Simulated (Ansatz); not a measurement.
FOSi2 (doublet)

```xyz
4

F     0.1359    1.6868    0.0703
O    -0.5923   -0.7942    0.1127
Si   -0.0863    0.4782   -1.0208
Si    0.8537   -1.5851    0.2482
```

Geometry: r2SCAN-D4/def2-SVP.

Level of theory: isolated molecule in a Gaussian basis; Kohn-Sham density functional theory, functional PBE0 (Ansatz).

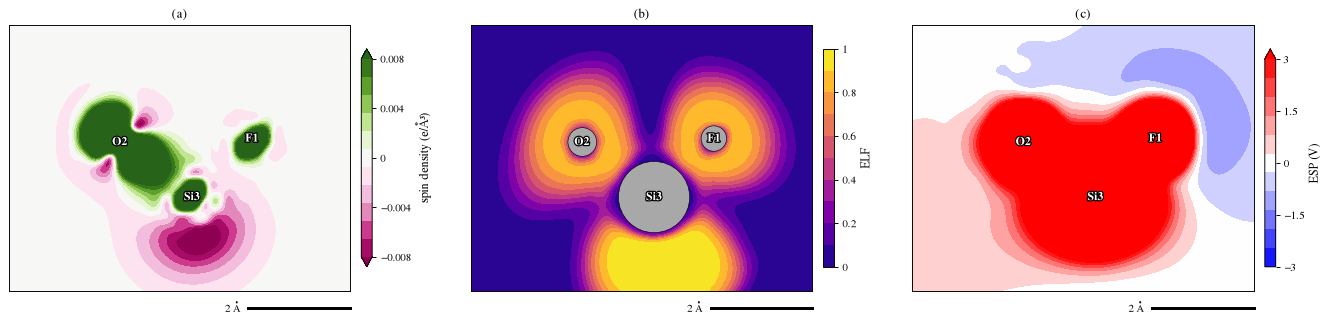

Figure 1. (a) spin density (α minus β); (b) ELF; (c) molecular electrostatic potential on the plane of atoms F1, Si3 and O2. Grey discs cover the atomic cores in the ELF map.

### Read the bonding off the picture.

The plane passes through F, O and Si nuclei.
Si–F (1.64 Å): the ELF peaks at about 0.85 in the valence shell of F, 0.6 Å from its nucleus, and is about 0.50 at the midpoint.
Si–O (1.78 Å): the ELF peaks at about 0.85 between the atoms (a shared but strongly polarised pair).
The ELF also peaks beside Si3, O2 and F1, away from the bonds: non-bonding electrons, paired or unpaired.
The unpaired spin (1 electron) lies mostly on Si4 (about 0.6), Si3 (about 0.3) and O2 (about 0.1), in electrons by Hirshfeld's partition.
Outside the dense part of the molecule the potential is most negative (−1.1 V) near F1.

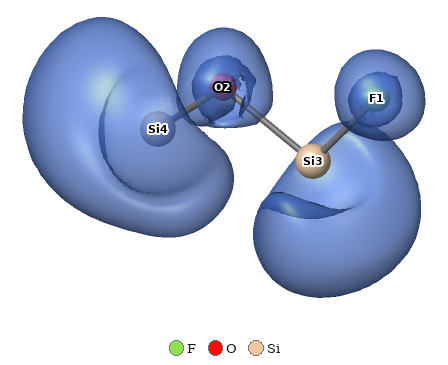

Figure 2. Isosurface of the electron localisation function at 0.8 (blue), seen from one side. Core shells and regions of very low density are left out.

### What do the ELF domains correspond to?

The ELF exceeds this value in two lobes on Si, pointing away from the bonds (non-bonding electrons), one region wrapped around F (its lone pairs, merged into a ring or cap) and one region wrapped around O (its lone pairs, merged into a ring or cap). Profiles from the grid: Si–O (1.65 Å): the ELF peaks at about 0.85 between the atoms, as expected for a shared but strongly polarised pair.

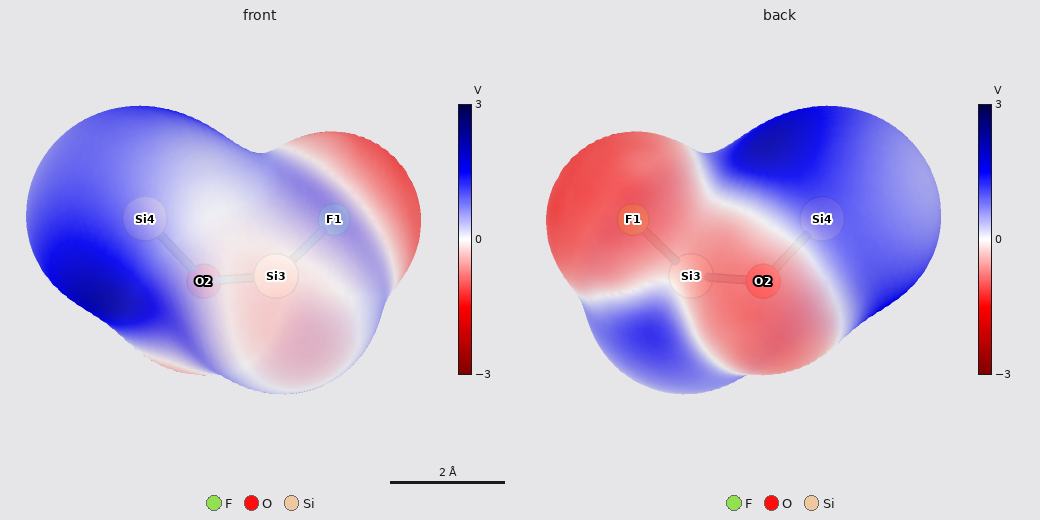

Figure 3. The molecular electrostatic potential painted on the density surface at 0.002 e/bohr³, seen from the front and from behind; the colour scale runs from red (negative) to blue (positive).

### Which sites attract a positive test charge, and which a negative one?

A positive charge is drawn to the negative regions and a negative charge to the positive ones. The most negative region (about −1.1 V) lies over F1, the most positive (about +2.2 V) over Si4.
